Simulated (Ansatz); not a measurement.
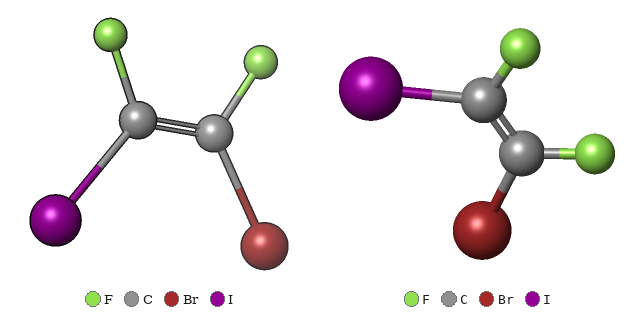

The same structure drawn twice, from different directions.

The computed structure is the end point of a PBE0-D4/def2-TZVP optimisation. No frequency run is at hand to confirm it as a minimum.

Description:

It has 6 atoms: 2 carbon, 1 bromine, 2 fluorine and 1 iodine (C2BrF2I). As SMILES it reads `F/C(Br)=C(\F)I`. It has no ring. Among its groups: alkene, C–F bond, C–Br bond, C–I bond. This geometry has Cs symmetry. All atoms lie on one plane. Coordination: 2 C trigonal planar.

More results for the same structure follow; atom numbers are the same in all pictures, views and colours differ.

## Electronic properties

No frequency run is at hand to confirm it as a minimum. Method: RKS PBE0-D4/def2-TZVPP, core potentials on I (Ansatz 0.2.0).

Question: Estimate the HOMO–LUMO gap.

Answer: 5.79 eV.

Question: Give the HOMO energy (Kohn–Sham orbital) at this level.

Answer: −7.15 eV.

## Charges

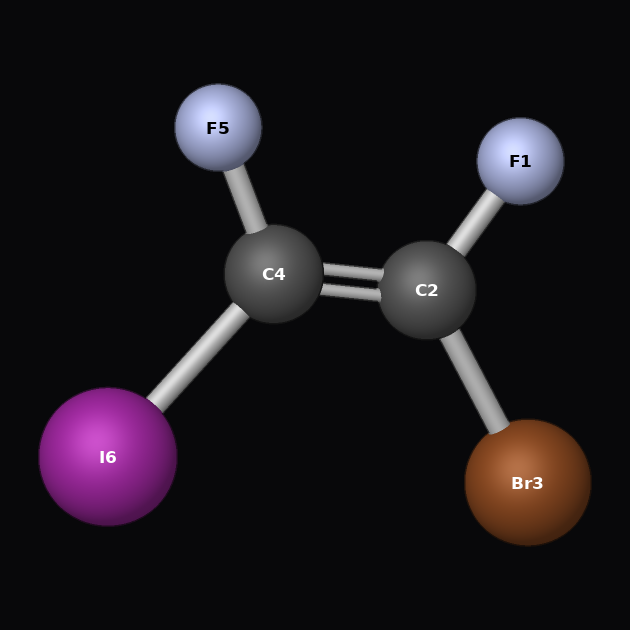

The questions are on Mulliken charges. No frequency run is at hand to confirm it as a minimum. Method: RKS ωB97M-V/def2-TZVPP, core potentials on I (Ansatz 0.2.0).

Give the Mulliken charges atom by atom.

| atom | value (e) |
| --- | --- |
| F1 | −0.15 |
| C2 | 0.10 |
| Br3 | 0.04 |
| C4 | 0.05 |
| F5 | −0.15 |
| I6 | 0.10 |

## Dipole moment

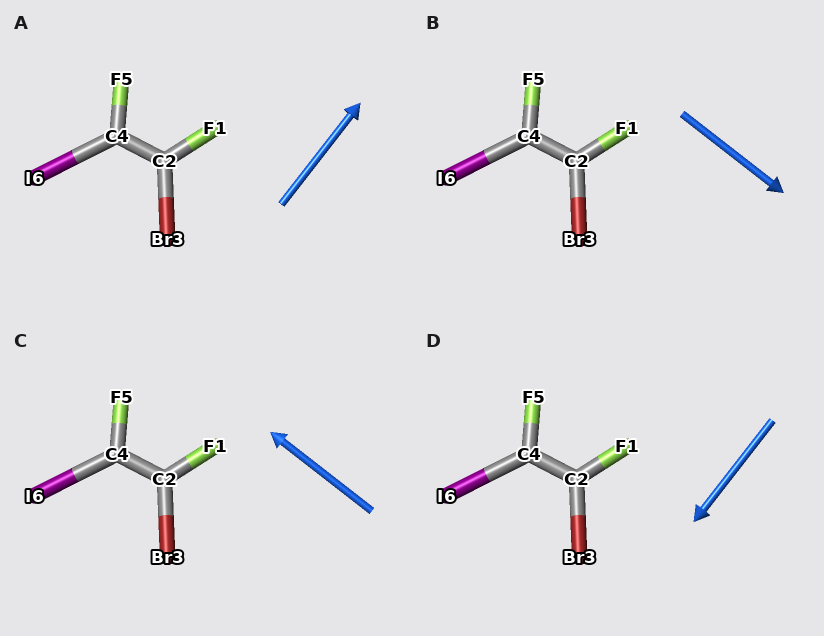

The same molecule four times, each with an arrow. No frequency run is at hand to confirm it as a minimum. Properties computed with RKS PBE-D4/def2-TZVPP, core potentials on I (Ansatz 0.2.0).

Question: Which arrow points along the dipole moment, from the negative to the positive end?

Answer: D. The dipole moment is 1.18 D; it points from the side of F1 to the side of I6 (the outermost atoms at the two ends).

Mulliken values depend strongly on the basis set and can even reverse the polarity of a bond.
